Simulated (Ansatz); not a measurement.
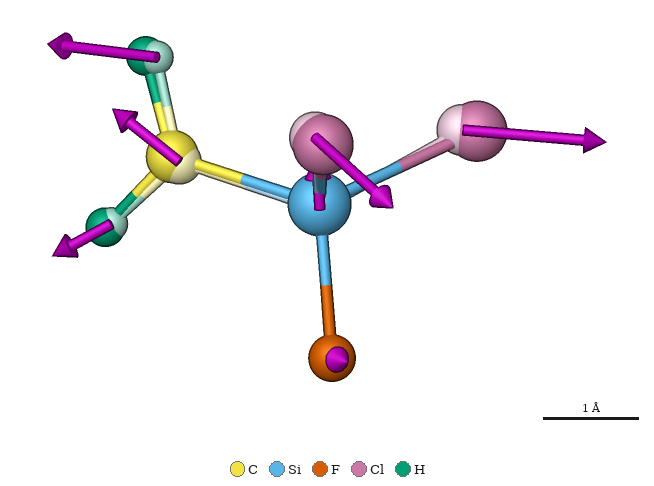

A relaxation of CH2Cl2FSi (multiplicity 2) (coarse preliminary run). The starting structure is drawn faded, the final one solid; purple arrows show the displacements, magnified 10 times. The two geometries are superimposed by the best rigid fit.

The picture is a ball-and-stick view, seen at a tilt.

The start comes from a force field.

All numbers below come from UKS PBE-D4/def2-SVP (Ansatz). Set-up: force threshold 0.03 eV/Å; at most 200 steps.

Q: Describe the change and its energy.

A: A Cl atom moves most after the best rigid fit: 0.15 Å. Largest moves by element: Cl 0.15 Å, H 0.15 Å, C 0.09 Å, Si 0.06 Å, F 0.04 Å. Among the contacts that change: Cl–Si 1.962 → 2.062 Å, C–Si 1.753 → 1.829 Å, F–Si 1.564 → 1.627 Å, C–H 1.051 → 1.103 Å. Among the angles between lasting bonds that change: F–Si–Cl 112.6° → 107.7°, C–Si–Cl 107.1° → 111.5°, C–Si–Cl 107.8° → 111.5°. After 5 accepted moves (6 points after the start) the energy has fallen by 37.3 kJ/mol. Largest force component: 1.9 eV/Å at the start, 0.0029 eV/Å at the end. The line search rejected the trial step at point 5 of the run. The run took roughly 40 core-seconds on a shared host.
